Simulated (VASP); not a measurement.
# Nickel: the relaxed cell at several levels

Aim: relax Nickel at several levels and hold each cell against experiment. The levels: LDA, PBEsol, PBE, r2SCAN, PBE + D3(BJ), r2SCAN + rVV10, optB88-vdW and SCAN. The start is a cell from a database of measured crystal structures.

Calculated with VASP 6.6.1; LDA, spin-polarised from a ferromagnetic start (one magnetic atom a cell); plane waves and PAW (Ni), in the first sound run; inputs show where later runs differ.

**Measured values to reproduce.**

“Multiple origins of extra electron diffractions in fcc metals” (2023, arxiv:2311.10326) quotes from earlier work for Ni, face-centered cubic (literature value used as simulation input, 300 K): lattice constant a (cubic lattice parameter, quoted experimental value) 3.524 Å [literature value at ambient conditions, used as fixed simulation input].

Most raw output is cut from this account.

**1. The starting structure**

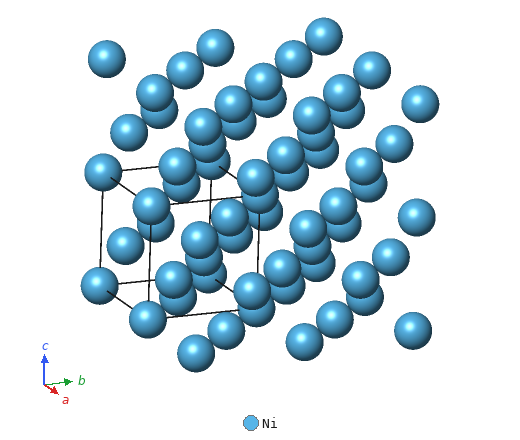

The starting structure, seen slightly off an axis (nickel blue). 2×2×2 cells are drawn. This picture shows the conventional cell, with its axes. Some periodic images of atoms are drawn too.

As a file:

```
Ni
1.0
     0.00000    1.76194    1.76194
     1.76194    0.00000    1.76194
     1.76194    1.76194    0.00000
Ni
1
Cartesian
  0.0000 0.0000 0.0000
```

**2. Magnetic order: ferromagnetic**

The properties of a magnet depend on its order, so a few collinear patterns are compared first on the cell as listed, beginning with all moments parallel. LDA, the lowest rung, knows the local density alone.

Input file INCAR:

```
SYSTEM = Ni
PREC = Accurate
ENCUT = 400
EDIFF = 1E-06
NELM = 100
ISMEAR = -1
SIGMA = 0.05
LREAL = .FALSE.
ALGO = Normal
GGA = CA
NBANDS = 12
ISPIN = 2
MAGMOM = 1
LASPH = .TRUE.
LMAXMIX = 4
LORBIT = 11
LWAVE = .FALSE.
LCHARG = .FALSE.
KPAR = 4
ISIF = 2
```

Input file POSCAR:

```
Ni
1.0
    0.0000000000      1.7619350000      1.7619350000
    1.7619350000      0.0000000000      1.7619350000
    1.7619350000      1.7619350000      0.0000000000
Ni
1
Direct
    0.0000000000      0.0000000000      0.0000000000
```

Input file KPOINTS:

```
Automatic mesh
0
Gamma
11 11 11
0 0 0
```

The projector-augmented-wave data sets are Ni (PBE family, release 64).

The run is started by

```bash
$ mpirun -np 4 vasp_std
```

Elapsed: 6 s, on 4 MPI ranks of AMD EPYC 7R43, shared host; peak memory 0.32 GiB; 21 s of CPU time.

The k-mesh is coarse for a metal. The PAW data sets were made with PBE, though LDA sets exist; this is a small mismatch. At this level the cell is under a tension of 18.1 GPa, so at these settings it is away from equilibrium.

This step gave:

* SCF cycles: 13
* electrons: 10
* bands: 12
* irreducible k-points: 56
* symmetry operations: 48
* free energy (TOTEN): -6.552 eV
* energy at zero smearing: -6.545 eV
* Fermi energy: 8.825 eV
* pressure: -18.11 GPa
* moment of the cell, from the last line of the log: 0.5696 μB
* metallic: yes

Spin moment in the PAW sphere by atom:

```tsv
atom	spin moment in the PAW sphere (μB)
Ni1	0.576
```

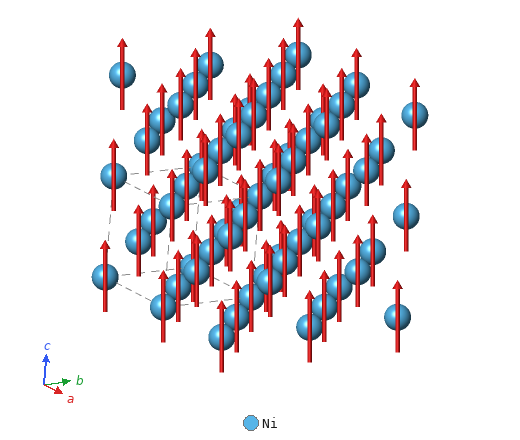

Spin moment in the PAW sphere as arrows, the longest 0.576 μB. Up and down stand for the sign. Arrows give size and sign along the axis of quantisation, drawn up and down the page. 2×2×2 conventional cells are drawn. Some periodic images of atoms are drawn too.

The run ends ferromagnetic with a largest moment of 0.58 μB, and the mesh shows no gap.

**3. Magnetic order: antiferromagnetic, q = (0, 0, 1/2)**

This step: LDA, spin-polarised from an antiferromagnetic start; plane waves and PAW (Ni) (VASP 6.6.1).

System of this step: Nickel. It takes space group Fm-3m (No. 225, cubic). Conventional cell: a = 3.524 Å, b = 3.524 Å, c = 3.524 Å, α = 90.00°, β = 90.00°, γ = 90.00°. Nearest to Ni lie 12 Ni at 2.49 Å.

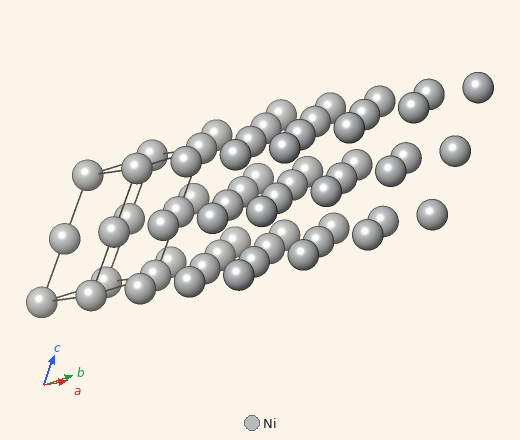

The cell of this step (nickel light grey). 4×3×1 cells are drawn. Some periodic images of atoms are drawn too.

Next, a pattern with opposite moments, which needs a doubled cell; q is given in the reciprocal vectors of the primitive cell.

Edit INCAR of step 2 so:

```diff
@@ -10,5 +10,5 @@
 GGA = CA
-NBANDS = 12
+NBANDS = 17
 ISPIN = 2
-MAGMOM = 1
+MAGMOM = 1 -1
 LASPH = .TRUE.
```

Input file POSCAR:

```
Ni
1.0
    0.0000000000      1.7619350000      1.7619350000
    1.7619350000      0.0000000000      1.7619350000
    3.5238700000      3.5238700000      0.0000000000
Ni
2
Direct
    0.0000000000      0.0000000000      0.0000000000
    0.0000000000      0.0000000000      0.5000000000
```

KPOINTS is that of step 2.

The run is started by

```bash
$ mpirun -np 4 vasp_std
```

Elapsed: 56 s, on 4 MPI ranks; peak memory 0.49 GiB; 3.6 min of CPU time.

At this level the cell is under a tension of 18.7 GPa, so at these settings it is away from equilibrium.

This step gave:

| Property | Result |
| --- | --- |
| SCF cycles | 20 |
| electrons | 20 |
| bands | 17 |
| irreducible k-points | 146 |
| symmetry operations | 12 |
| free energy (TOTEN) | -13.02 eV |
| energy at zero smearing | -12.99 eV |
| Fermi energy | 8.663 eV |
| pressure | -18.66 GPa |

Spin moment in the PAW sphere by atom:

```tsv
atom	spin moment in the PAW sphere (μB)
Ni1	0.0600
Ni2	-0.0600
```

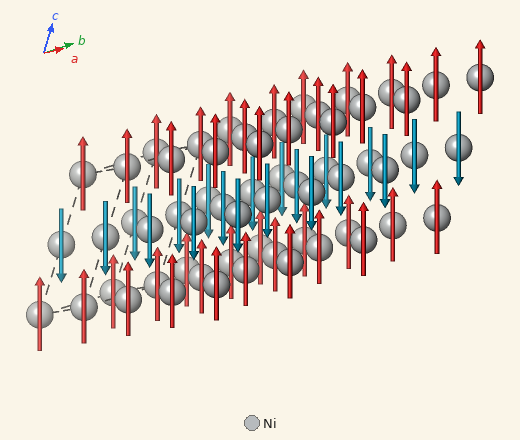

Spin moment in the PAW sphere as arrows, the longest 0.06 μB. Up and down stand for the sign. Arrows give size and sign along the axis of quantisation, drawn up and down the page. The two directions have two colours. 4×3×1 cells are drawn. Some periodic images of atoms are drawn too.

The energy lies +49.8 meV an atom from the first pattern. The moments fall under 0.1 μB, and the mesh shows no gap.

**4. Magnetic order: antiferromagnetic, q = (1/2, 1/2, 0)**

INCAR is that of step 3.

Input file POSCAR:

```
Ni
1.0
    0.0000000000      3.5238700000      3.5238700000
    1.7619350000      1.7619350000      3.5238700000
    1.7619350000      1.7619350000      0.0000000000
Ni
2
Direct
    0.0000000000      0.0000000000      0.0000000000
    0.5000000000      0.0000000000      0.0000000000
```

KPOINTS is that of step 3.

The run is started by

```bash
$ mpirun -np 4 vasp_std
```

The job ended after 59 s (4 MPI ranks; peak memory 0.55 GiB).

This step gave:

```
SCF cycles           : 16
irreducible k-points : 126
symmetry operations  : 16
Fermi energy         : 8.665 eV
pressure             : -18.69 GPa
```

The spin moment in the PAW sphere vanishes on all atoms.

The energy lies +48.7 meV an atom from the first pattern. The moments fall under 0.1 μB, and the mesh shows no gap.

**5. The orders side by side**

This step: collinear orders at LDA; plane waves and PAW (VASP 6.6.1).

This step runs nothing: it gathers the runs above.

Patterns, by row:

```tsv
start	atoms	energy less that of the first (meV/atom)	largest site moment (μB)	end state
ferromagnetic	1	0	0.58	ferromagnetic
antiferromagnetic, q = (0, 0, 1/2)	2	49.8	0.06	non-magnetic
antiferromagnetic, q = (1/2, 1/2, 0)	2	48.7	0	non-magnetic
```

The session goes on in the lowest magnetic state found: ferromagnetic. Runs that ended non-magnetic differ by up to 1.0 meV an atom among themselves, which is the error from the unlike meshes of the cells.

**6. Relaxation with LDA**

This step: LDA, spin-polarised from a ferromagnetic start (one magnetic atom a cell); plane waves and PAW (Ni) (VASP 6.6.1).

System of this step: Nickel. It takes space group Fm-3m (No. 225, cubic). The conventional cell has a = 3.524 Å, b = 3.524 Å, c = 3.524 Å, α = 90.00°, β = 90.00°, γ = 90.00°. Ni has 12 Ni at 2.49 Å nearest.

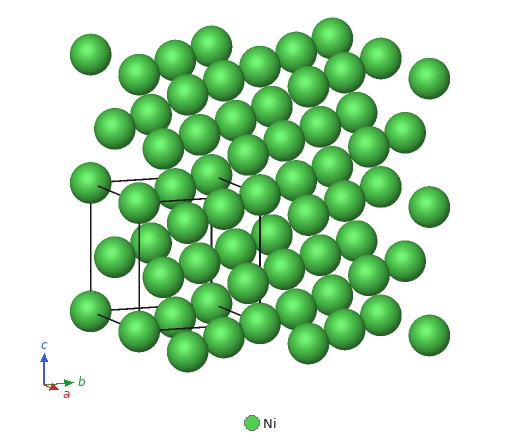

The cell of this step (nickel green). 2×2×2 conventional cells are drawn. Some periodic images of atoms are drawn too.

Properties are meant for the cell that this level of theory prefers, so cell and atoms are relaxed first (ISIF = 3) until forces and stress are small; EDIFFG sets the threshold.

Input file INCAR:

```
SYSTEM = Ni
PREC = Accurate
ENCUT = 520
EDIFF = 1E-06
NELM = 100
ISMEAR = -1
SIGMA = 0.05
LREAL = .FALSE.
ALGO = Normal
GGA = CA
NBANDS = 12
ISPIN = 2
MAGMOM = 0.58
LASPH = .TRUE.
LMAXMIX = 4
LORBIT = 11
LWAVE = .FALSE.
LCHARG = .FALSE.
KPAR = 4
IBRION = 2
NSW = 60
ISIF = 3
EDIFFG = -0.01
```

Input file POSCAR:

```
Ni
1.0
    0.0000000000      1.7619350000      1.7619350000
    1.7619350000      0.0000000000      1.7619350000
    1.7619350000      1.7619350000      0.0000000000
Ni
1
Direct
    0.0000000000      0.0000000000      0.0000000000
```

KPOINTS is that of step 4.

The run is started by

```bash
$ mpirun -np 4 vasp_std
```

Wall time 30 s (4 MPI ranks); peak memory 0.4 GiB; 1.9 min of CPU time.

The magnetic order is the only one that the search above brought to convergence with its moments; longer or canted patterns were not tried. After so large a change of volume the plane waves of the start cell no longer fit, so the final stress carries a basis-set error. The run keeps the 48 symmetry operations of its start, so it cannot find a distortion of lower symmetry.

The steps of the relaxation:

```tsv
step	energy less that of the first step (eV)	largest force (eV/Å)	pressure (GPa)	volume (Å³)
1	0.0000	0.0000	-17.55	10.94
2	0.0217	0.0000	29.69	9.15
3	-0.0534	0.0000	-0.38	10.06
4	-0.0534	0.0000	0.03	10.04
```

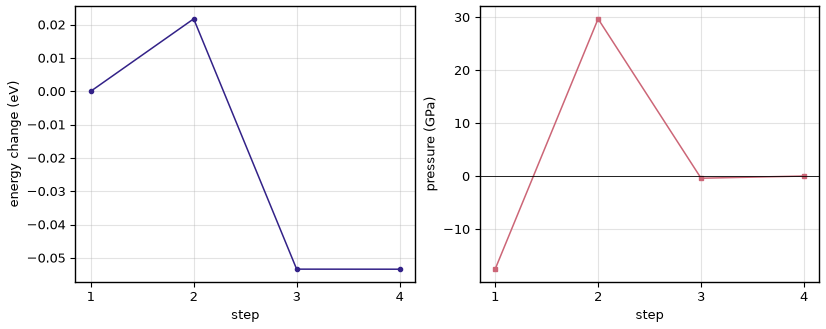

Energy and pressure along the relaxation.

```tsv
conventional cell, symmetrised	before	after	change
a (Å)	3.524	3.425	-2.8 %
b (Å)	3.524	3.425	-2.8 %
c (Å)	3.524	3.425	-2.8 %
volume (Å³/atom)	10.94	10.04	-8.2 %
```

Final coordinates:

```
Ni
1.0
     0.00000    1.71229    1.71229
     1.71229    0.00000    1.71229
     1.71229    1.71229    0.00000
Ni
1
Direct
  0.00000 0.00000 0.00000
```

This step gave:

- electrons: 10
- bands: 12
- irreducible k-points: 56
- symmetry operations: 48
- free energy (TOTEN): -6.604 eV
- energy at zero smearing: -6.597 eV
- Fermi energy: 10.09 eV
- pressure: 0.03190 GPa
- moment of the cell, from the last line of the log: 0.5672 μB
- SCF cycles over all ionic steps: 35

Spin moment in the PAW sphere by atom:

```tsv
atom	spin moment in the PAW sphere (μB)
Ni1	0.568
```

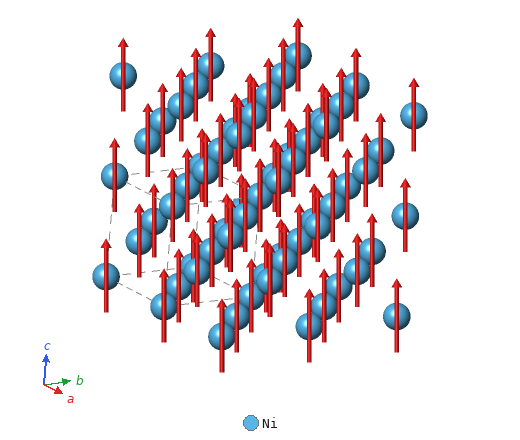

Spin moment in the PAW sphere as arrows, the longest 0.568 μB. Up and down stand for the sign. Arrows give size and sign along the axis of quantisation, drawn up and down the page. 2×2×2 conventional cells are drawn. Some periodic images of atoms are drawn too.

It ends with forces that vanish by symmetry and a pressure of 0.03 GPa. The volume lies -8.2 % from that of the database's start, which holds the thermal and zero-point expansion of its experiment. LDA is known to overbind. The conventional cell has a = 3.425 Å. The largest moment is 0.57 μB.

**7. Relaxation with PBEsol**

This step: PBEsol, spin-polarised from a ferromagnetic start (one magnetic atom a cell); plane waves and PAW (Ni) (VASP 6.6.1).

PBEsol restores the gradient expansion of exchange and is tuned for the cells of solids.

Edit INCAR of step 6 so:

```diff
@@ -9,3 +9,3 @@
 ALGO = Normal
-GGA = CA
+GGA = PS
 NBANDS = 12
```

POSCAR is that of step 6.

KPOINTS is that of step 6.

The run is started by

```bash
$ mpirun -np 4 vasp_std
```

Wall time 31 s (4 MPI ranks); peak memory 0.43 GiB; 2 min of CPU time.

The PAW data sets were made with PBE, which is usual practice but a small mismatch for other functionals.

The steps of the relaxation:

```tsv
step	energy less that of the first step (eV)	largest force (eV/Å)	pressure (GPa)	volume (Å³)
1	0.0000	0.0000	-10.82	10.94
2	0.0029	0.0000	14.38	9.81
3	-0.0205	0.0000	-0.09	10.37
```

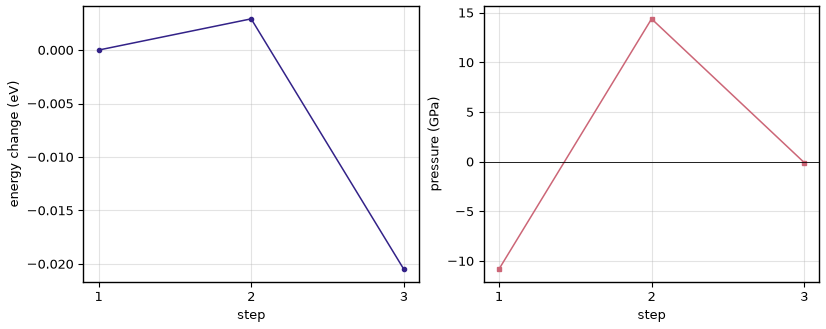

Energy and pressure along the relaxation.

```tsv
conventional cell, symmetrised	before	after	change
a (Å)	3.524	3.461	-1.8 %
b (Å)	3.524	3.461	-1.8 %
c (Å)	3.524	3.461	-1.8 %
volume (Å³/atom)	10.94	10.37	-5.2 %
```

Final coordinates:

```xyz
1
Lattice="0.0000 1.7307 1.7307 1.7307 0.0000 1.7307 1.7307 1.7307 0.0000" Properties=species:S:1:pos:R:3 pbc="T T T"
Ni    0.0000    0.0000    0.0000
```

This step gave:

| Quantity | Value |
| --- | --- |
| free energy (TOTEN) | -6.145 eV |
| energy at zero smearing | -6.138 eV |
| Fermi energy | 9.875 eV |
| pressure | -0.08565 GPa |
| moment of the cell, from the last line of the log | 0.5721 μB |
| SCF cycles over all ionic steps | 30 |

It ends at 10.37 Å³/atom, -5.2 % from the start, with -0.09 GPa left. The conventional cell has a = 3.461 Å. The largest moment is 0.58 μB.

**8. Relaxation with PBE**

This step: PBE, spin-polarised from a ferromagnetic start (one magnetic atom a cell); plane waves and PAW (Ni) (VASP 6.6.1).

PBE, the usual starting point, adds the gradient of the density.

Edit INCAR of step 7 so:

```diff
@@ -9,3 +9,3 @@
 ALGO = Normal
-GGA = PS
+GGA = PE
 NBANDS = 12
```

POSCAR is that of step 7.

KPOINTS is that of step 7.

The run is started by

```bash
$ mpirun -np 4 vasp_std
```

Wall time 28 s (4 MPI ranks); peak memory 0.43 GiB.

Relaxation path:

```tsv
step	energy less that of the first step (eV)	largest force (eV/Å)	pressure (GPa)	volume (Å³)
1	0.0000	0.0000	-1.23	10.94
2	-0.0001	0.0000	1.16	10.81
3	-0.0003	0.0000	0.03	10.87
```

```tsv
conventional cell, symmetrised	before	after	change
a (Å)	3.524	3.516	-0.2 %
b (Å)	3.524	3.516	-0.2 %
c (Å)	3.524	3.516	-0.2 %
volume (Å³/atom)	10.94	10.87	-0.7 %
```

Final coordinates:

```xyz
1
Lattice="0.0000 1.7581 1.7581 1.7581 0.0000 1.7581 1.7581 1.7581 0.0000" Properties=species:S:1:pos:R:3 pbc="T T T"
Ni    0.0000    0.0000    0.0000
```

It ends at 10.87 Å³/atom, -0.7 % from the start, with 0.03 GPa left. The conventional cell has a = 3.516 Å. The largest moment is 0.59 μB.

**9. Relaxation with r2SCAN**

This step: r2SCAN, spin-polarised from a ferromagnetic start (one magnetic atom a cell); plane waves and PAW (Ni) (VASP 6.6.1).

r2SCAN adds the kinetic-energy density, costs more than a GGA and is run with LASPH.

Edit INCAR of step 8 so:

```diff
@@ -9,3 +9,4 @@
 ALGO = Normal
-GGA = PE
+METAGGA = R2SCAN
+LASPH = .TRUE.
 NBANDS = 12
@@ -13,3 +14,2 @@
 MAGMOM = 0.58
-LASPH = .TRUE.
 LMAXMIX = 4
```

POSCAR is that of step 8.

KPOINTS is that of step 8.

The run is started by

```bash
$ mpirun -np 4 vasp_std
```

Wall time 2.9 min (4 MPI ranks); peak memory 0.44 GiB; 11 min of CPU time.

SCAN-type functionals tend to overstate the moments of itinerant magnets.

Step by step:

```tsv
step	energy less that of the first step (eV)	largest force (eV/Å)	pressure (GPa)	volume (Å³)
1	0.0000	0.0000	-7.25	10.94
2	-0.0028	0.0000	7.31	10.17
3	-0.0100	0.0000	-0.23	10.51
4	-0.0100	0.0000	-0.05	10.50
```

```tsv
conventional cell, symmetrised	before	after	change
a (Å)	3.524	3.476	-1.4 %
b (Å)	3.524	3.476	-1.4 %
c (Å)	3.524	3.476	-1.4 %
volume (Å³/atom)	10.94	10.50	-4.0 %
```

The relaxed structure:

```xyz
1
Lattice="0.0000 1.7381 1.7381 1.7381 0.0000 1.7381 1.7381 1.7381 0.0000" Properties=species:S:1:pos:R:3 pbc="T T T"
Ni    0.0000    0.0000    0.0000
```

It ends at 10.50 Å³/atom, -4.0 % from the start, with -0.05 GPa left. The conventional cell has a = 3.476 Å. The largest moment is 0.66 μB.

**10. Relaxation with PBE + D3(BJ)**

This step: PBE with D3(BJ), spin-polarised from a ferromagnetic start (one magnetic atom a cell); plane waves and PAW (Ni) (VASP 6.6.1).

A dispersion term adds the long-range attraction that semilocal functionals lack. D3 with Becke-Johnson damping keeps a finite attraction at short range.

Edit INCAR of step 9 so:

```diff
@@ -9,4 +9,4 @@
 ALGO = Normal
-METAGGA = R2SCAN
-LASPH = .TRUE.
+GGA = PE
+IVDW = 12
 NBANDS = 12
@@ -14,2 +14,3 @@
 MAGMOM = 0.58
+LASPH = .TRUE.
 LMAXMIX = 4
```

POSCAR is that of step 9.

KPOINTS is that of step 9.

The run is started by

```bash
$ mpirun -np 4 vasp_std
```

Wall time 21 s (4 MPI ranks); peak memory 0.46 GiB; 79 s of CPU time.

Dispersion corrections of this kind ignore metallic screening and tend to overbind metals.

Spin moment in the PAW sphere by atom:

```tsv
atom	spin moment in the PAW sphere (μB)
Ni1	0.582
```

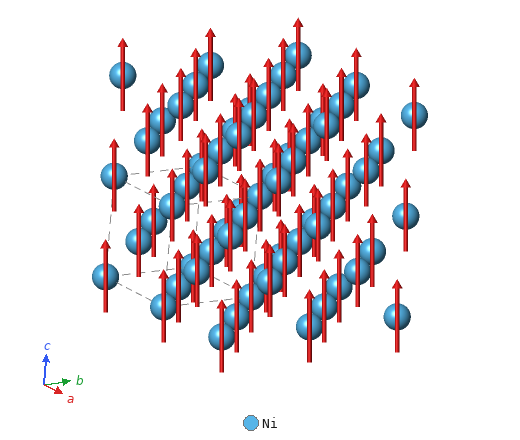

Spin moment in the PAW sphere as arrows, the longest 0.582 μB. Up and down stand for the sign. Arrows give size and sign along the axis of quantisation, drawn up and down the page. 2×2×2 conventional cells are drawn. Some periodic images of atoms are drawn too.

It ends at 10.50 Å³/atom, -4.1 % from the start, with 0.01 GPa left. The conventional cell has a = 3.476 Å. The largest moment is 0.58 μB. Against plain PBE, the dispersion term moves a by -1.2 %.

**11. Relaxation with r2SCAN + rVV10**

This step: r2SCAN with rVV10, spin-polarised from a ferromagnetic start (one magnetic atom a cell); plane waves and PAW (Ni) (VASP 6.6.1).

LUSE_VDW switches on a nonlocal correlation term for dispersion.

Edit INCAR of step 10 so:

```diff
@@ -9,4 +9,8 @@
 ALGO = Normal
-GGA = PE
-IVDW = 12
+METAGGA = R2SCAN
+LUSE_VDW = .TRUE.
+IVDW_NL = 2
+BPARAM = 11.95
+CPARAM = 0.0093
+LASPH = .TRUE.
 NBANDS = 12
@@ -14,3 +18,2 @@
 MAGMOM = 0.58
-LASPH = .TRUE.
 LMAXMIX = 4
```

POSCAR is that of step 10.

KPOINTS is that of step 10.

The run is started by

```bash
$ mpirun -np 4 vasp_std
```

Run time: 2.5 min. Hardware: 4 MPI ranks; peak memory 0.68 GiB.

(Part 1 of 2 ends here.)

[Lines on the potential files, build, host, timing and source positions are cut from VASP's logs without a mark.]

[Logs are printed without paths, hosts, clocks, repeated set-up lines and the standing remarks that a program may print on its own settings, such as how far it seeks lower states.]

[Hosts, paths, dates, database ids (printed as entryN), source tags and the programs' standing remarks are cut or masked in the printed files.]

[A measured line is paired with the nearest computed mode of its activity, which favours agreement.]
